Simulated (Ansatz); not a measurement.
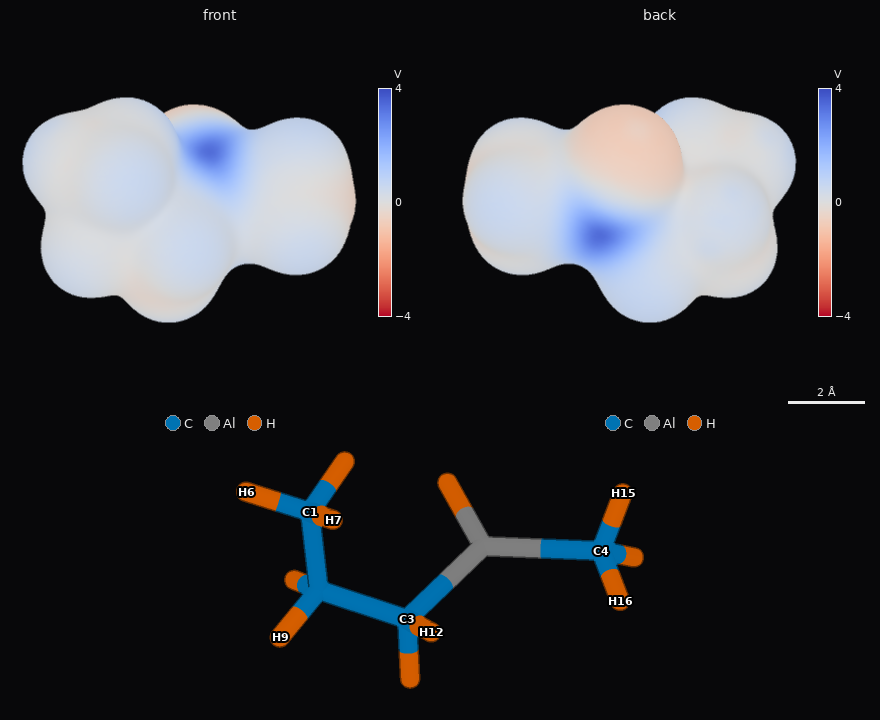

Figure. C4H11Al (SMILES CC[CH2][AlH][CH3]). The molecular electrostatic potential painted on the density surface at 0.002 e/bohr³, seen from the front and from behind; the colour scale runs from red (negative) to blue (positive). The bare structure is drawn below in the same view.

Geometry: PBE0-D3(BJ)/def2-SVP.

The calculation used isolated molecule in a Gaussian basis; Kohn-Sham density functional theory, functional PBE0 (Ansatz).

```xyz
16

C    -0.5371    2.2563    2.2508
C    -0.4502    0.7587    2.5044
C     0.1338   -0.0093    1.3173
C    -0.1204   -0.3073   -2.1010
Al   -0.9178    0.0478   -0.3469
H    -0.9492    2.7999    3.1148
H     0.4562    2.6818    2.0321
H    -1.1895    2.4795    1.3873
H     0.1507    0.5835    3.4150
H    -1.4593    0.3749    2.7374
H     0.2502   -1.0816    1.5740
H     1.1646    0.3345    1.1068
H    -2.4872    0.3487   -0.2610
H    -0.6775   -1.0887   -2.6459
H    -0.1707    0.5964   -2.7345
H     0.9357   -0.6155   -2.0497
```

Q: Describe the electrostatic potential map.

A: The most negative region (about −0.7 V, or −16 kcal/mol for a unit charge) lies over H13, the most positive (about +3.2 V, or +74 kcal/mol for a unit charge) over Al5.

Q: How polar is the molecule by this calculation?

A: Its dipole moment is 0.72 D.
